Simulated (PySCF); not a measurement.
**C2H10F2Si3 (SMILES F[SiH2][C@](F)([SiH3])C[SiH3]): density, localisation and related maps**

```yaml
atoms:
  - { symbol: F, position_ang: [-1.3945, -1.1152, 1.9236] }
  - { symbol: Si, position_ang: [-0.6597, 0.3147, 1.7766] }
  - { symbol: C, position_ang: [-0.2901, 0.4913, -0.0935] }
  - { symbol: F, position_ang: [0.5158, 1.6602, -0.2271] }
  - { symbol: Si, position_ang: [-1.8651, 0.8561, -1.1496] }
  - { symbol: C, position_ang: [0.4924, -0.6804, -0.6857] }
  - { symbol: Si, position_ang: [2.2924, -0.8751, -0.0824] }
  - { symbol: H, position_ang: [0.5310, 0.2438, 2.6042] }
  - { symbol: H, position_ang: [-1.6383, 1.2938, 2.2217] }
  - { symbol: H, position_ang: [-2.7400, -0.3125, -1.0776] }
  - { symbol: H, position_ang: [-1.4163, 1.0886, -2.5226] }
  - { symbol: H, position_ang: [-2.5166, 2.0504, -0.6146] }
  - { symbol: H, position_ang: [0.5179, -0.5764, -1.7749] }
  - { symbol: H, position_ang: [-0.0694, -1.5918, -0.4753] }
  - { symbol: H, position_ang: [2.3063, -1.3504, 1.3045] }
  - { symbol: H, position_ang: [3.0067, 0.3940, -0.1895] }
  - { symbol: H, position_ang: [2.9205, -1.8790, -0.9477] }
```

Geometry: GFN2-xTB.

The calculation used PySCF, PBE0/def2-SVPD, SCF density, gas phase.

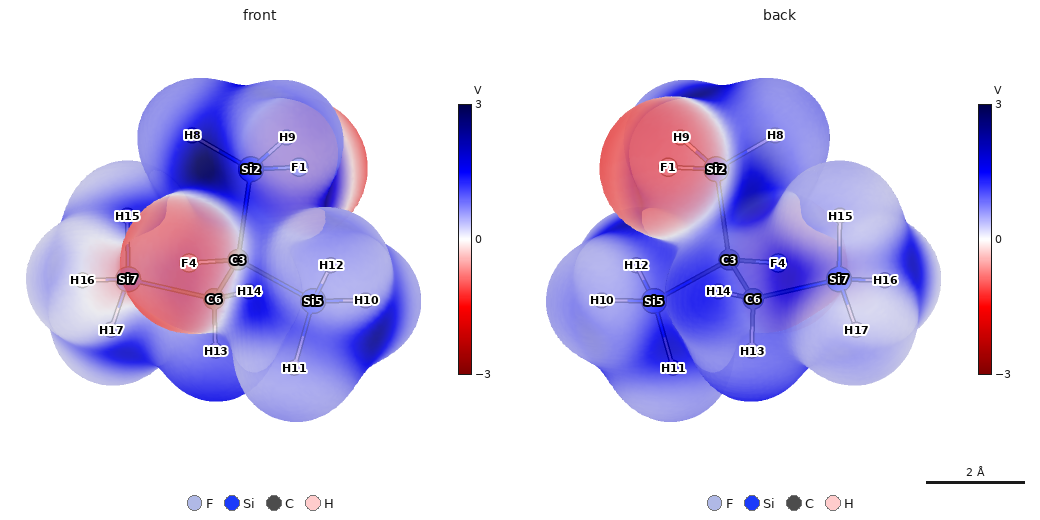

Figure 1. The electrostatic potential painted on the density surface at 0.004 e/bohr³, seen from the front and from behind; red is negative and blue positive.

> Where is the surface potential most negative and most positive?

The most negative region (about −1.0 V) lies over F1, the most positive (about +2.7 V) over Si2.

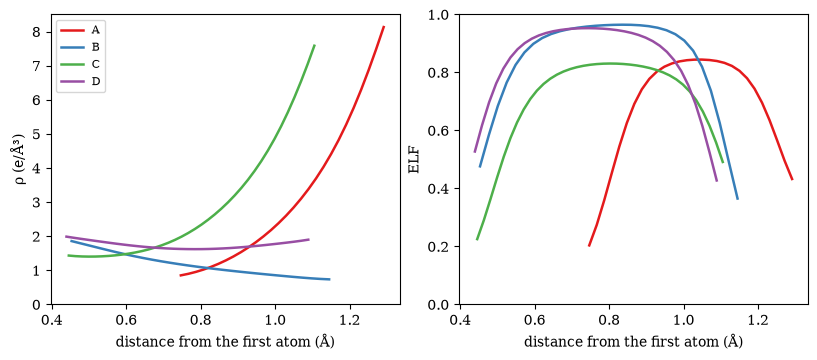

Figure 2. Total electron density and ELF along straight lines between neighbouring atoms. The curves leave out the atomic cores.

> Which curve belongs to which contact (C–C, C–F, C–Si and Si–F)? The first atom named is at distance zero.

Curve A: Si–F (1.61 Å): ρ is about 1 e/Å³ halfway; the ELF peaks at about 0.85 in the valence shell of F, 0.6 Å from its nucleus, and is about 0.45 at the midpoint. Curve B: C–Si (1.91 Å): ρ is about 0.91 e/Å³ halfway; the ELF peaks at about 0.95 between the atoms (a shared electron pair). Curve C: C–F (1.43 Å): the density is about 1.8 e/Å³ at the midpoint, with its minimum of 1.4 e/Å³ about 0.5 Å from C; the ELF peaks at about 0.85 between the atoms: a shared but strongly polarised pair. Curve D: C–C (1.53 Å): the density is about 1.6 e/Å³ at the midpoint; the ELF peaks at about 0.95 between the atoms, as expected for localised, covalent bonding.
